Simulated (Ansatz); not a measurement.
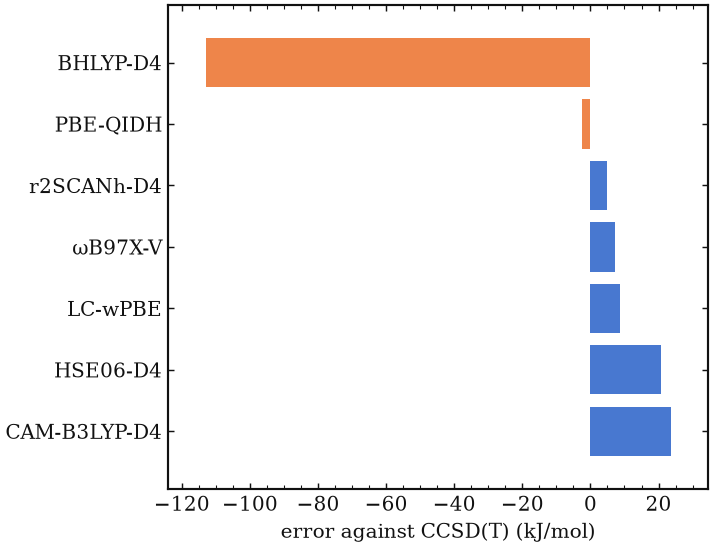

Error in the electronic atomisation energy (method less reference, so positive means overbinding) of CH₃BClFO, SMILES COB(F)Cl: functionals in def2-TZVPP against frozen-core CCSD(T) at the limit (MP2 extrapolated from triple and quadruple zeta, plus CCSD(T) less MP2 in a smaller set), which gives 3311.0 kJ/mol, at a PBE0-D4/def2-TZVP geometry (a minimum by its frequencies), no zero-point or spin-orbit term, the Ansatz code. The reference leaves out core correlation, a term that grows with the number of heavy atoms. PBE-QIDH holds a correlation term that converges slowly with the basis, so part of the distance to the limit is basis error. No dispersion term is added to PBE-QIDH and LC-wPBE.

Which of these levels overbind, and which underbind?

Answer. Overbind: none clearly. Underbind: BHLYP-D4. Within 25 kJ/mol of zero, too close to call in view of what the reference leaves out: PBE-QIDH, r2SCANh-D4, ωB97X-V, LC-wPBE, HSE06-D4 and CAM-B3LYP-D4.

Give the values.

Answer.
| level | kJ/mol |
| --- | --- |
| BHLYP-D4 | −113.0 |
| PBE-QIDH | −2.5 |
| r2SCANh-D4 | 4.8 |
| ωB97X-V | 7.1 |
| LC-wPBE | 8.7 |
| HSE06-D4 | 20.8 |
| CAM-B3LYP-D4 | 23.6 |

Caveats, for all or some of the runs: one conformer of a flexible molecule.
